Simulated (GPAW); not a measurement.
The Si K edge of atom 7 in ZrCuSiP (P4/nmm), with 4 Si at 2.54 Å and 4 Zr at 2.82 Å (8-fold, site symmetry -4m2), was computed in 2 ways: excited-electron core hole (neutral cell) and no core hole. Program and functional: GPAW, LDA, Gaussian full width 0.9 eV up to 4 eV, rising linearly to 3.5 eV at 25 eV; cells of 8 and 16 atoms (the run without a hole in the smaller).

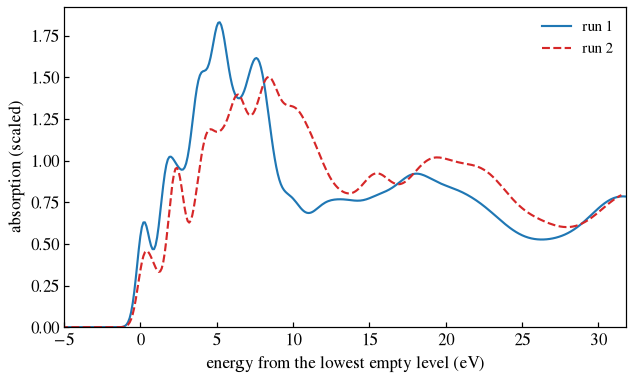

Each run is counted from its own lowest empty level or Fermi level and scaled to a mean of 1 over its first 20 eV.

Which run is which?

Run 1: excited-electron core hole (neutral cell) (area from −2 to 6 eV 7.1, main maxima 0.3 eV (0.63), 2.0 eV (1.02), 5.2 eV (1.83), 7.6 eV (1.62) and 18.1 eV (0.92)). Run 2: no core hole (area from −2 to 6 eV 5.0, main maxima 0.4 eV (0.46), 2.4 eV (0.96), 6.4 eV (1.40), 8.4 eV (1.50) and 19.4 eV (1.02)). With each curve scaled to its own mean, the area from −2 to 6 eV with the hole is 7.1 against 5.0, and the centre of weight from −1 to 20 eV moves by -0.9 eV: the hole pulls the absorber's empty states down.

[Hosts, paths, dates, database ids (printed as entryN), source tags and the programs' standing remarks are cut or masked in the printed files.]

[Lists of maxima count a maximum above −3 eV only where it reaches 4 % of the highest in the window and stands out from its surroundings by 2 % of it (1.5 % where it reaches 55 %); shoulders and weaker maxima are passed over, and of the rest the first, up to two pre-edge ones and the few strongest are named.]
